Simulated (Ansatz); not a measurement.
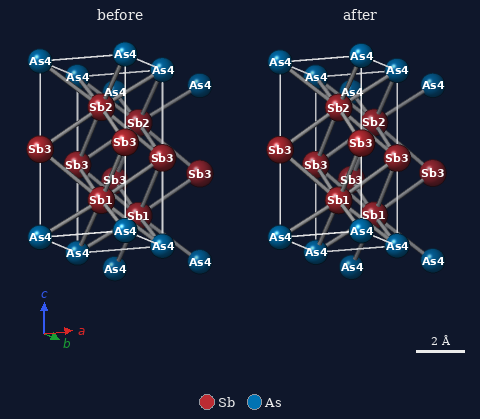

The structure of solid Sb$_{3}$As (a generated structure, set up in P4/mmm) (coarse preliminary run) before (left) and after (right) a relaxation, at one scale.

Style: ball-and-stick. Shown: the cell of the calculation, repeated 1 × 2 × 1 with one cell outlined, from a free direction.

Theory: DFT PBE, scalar-relativistic, plane waves, PAW (Ansatz 0.2.0). (plane-wave cutoff 420 eV; k-point mesh 4 × 4 × 2; occupations gaussian; smearing width 0.1 eV; no spin polarisation; cell and atoms relaxed; force threshold 0.04 eV/Å; at most 70 steps)

Question: Summarise the run.

Answer: The largest moves relative to the cell, 0.009 Å, are those of Sb1 and Sb2. Sb1 goes along −c. As stays in place. Cell: a = b 3.875 → 3.706 Å (−4.4 %), c 7.483 → 7.440 Å (−0.6 %). Volume −9.1 %. Near-neighbour distances that change, for instance: Sb1–As4 3.262 → 3.151 Å, Sb1–Sb3 3.375 → 3.277 Å, Sb1–Sb2 3.540 → 3.502 Å. Bond angles that change, for instance: Sb3–Sb1–Sb3 108.5° → 106.2°. The space group stays P4/mmm (No. 123). After 2 accepted moves (3 points after the start) the energy has fallen by 53.1 meV per atom. Largest force component: 0.012 eV/Å at the start, 0.0012 eV/Å at the end. Pressure: −4.89 GPa at the start and −0.24 GPa at the end. The SCF was repeated once at an unchanged geometry on a basis and grid sized afresh for the cell, which shifted the energy by 0.5 meV per atom at most. Cost: 15 s on 1 thread of Intel(R) Xeon(R) Processor @ 2.70GHz, on a shared host, peak memory 0.41 GiB.

Limits of the set-up: the k-point mesh is coarse for a cell with partly filled bands.
